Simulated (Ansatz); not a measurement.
# BFHN: the cost of one run

Method: PBE0-D4/def2-TZVP structures, single points in def2-TZVPP, no counterpoise correction; program: Ansatz 0.2.0, Gaussian basis.

Levels: SPW92, PBE-D4, BLYP-D4, r2SCAN-D4, B97M-V, PBE0-D4, B3LYP-D4, r2SCAN0-D4, BHLYP-D4, CAM-B3LYP-D4, wB97X-V, wB97M-V, B2PLYP, PBE-QIDH, RPA on PBE, Hartree-Fock, MP2, CCSD, CCSD(T).

Cores are frozen in the correlated methods. B3LYP uses VWN-RPA correlation. B2PLYP carries no dispersion term here.

40 further runs of the same task are left out: 40 set aside as unsound or not needed.

### Step 1. Where the work starts

The complex: 7 atoms, charge 0, spin multiplicity 1.

Atoms are counted from 1 here; the program's logs count them from 0.

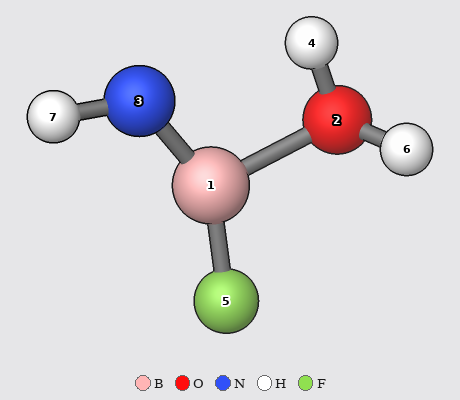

As it starts; boron pink, oxygen red, nitrogen blue, hydrogen white, fluorine green; atoms are numbered from 1 in the order of the file.

Coordinates:

| atom | x (Å) | y (Å) | z (Å) |
| --- | --- | --- | --- |
| B1 | -0.5096 | 0.2511 | 0.0219 |
| O2 | 0.3353 | -1.1182 | 0.2715 |
| N3 | 0.1996 | 0.9652 | -0.8240 |
| H4 | 1.1069 | -0.8068 | -0.2464 |
| F5 | -1.6040 | 0.1570 | 0.7787 |
| H6 | 0.5912 | -1.2962 | 1.1855 |
| H7 | -0.1196 | 1.8480 | -1.1872 |

Its parts: BFHN holds atoms 1, 3, 5, 7; H₂O holds atoms 2, 4, 6. Each part counts its atoms afresh in its own runs.

### Step 2. Relaxing BFHN alone

relax-a/in.yaml reads:

```yaml
crystal:
  periodic: [false, false, false]
  atoms:
    - {symbol: B, position_ang: [-0.509633, 0.251119, 0.021948]}
    - {symbol: N, position_ang: [0.199639, 0.965213, -0.824006]}
    - {symbol: F, position_ang: [-1.603963, 0.156957, 0.778680]}
    - {symbol: H, position_ang: [-0.119631, 1.847957, -1.187245]}
basis:
  gaussian: {orbitals: def2-TZVP}
hamiltonian: {xc: pbe0, dispersion: d4}
relax: {f_tol: 0.005, max_steps: 200}
```

Launch:

```sh
> ansatz run in.yaml --threads 2 --pin off --events-out ev --progress --plain --max-ram 4352MiB
```

**Question.** How long does this run take on 2 threads of Intel Xeon Platinum 8488C, shared host?

About 14 s.
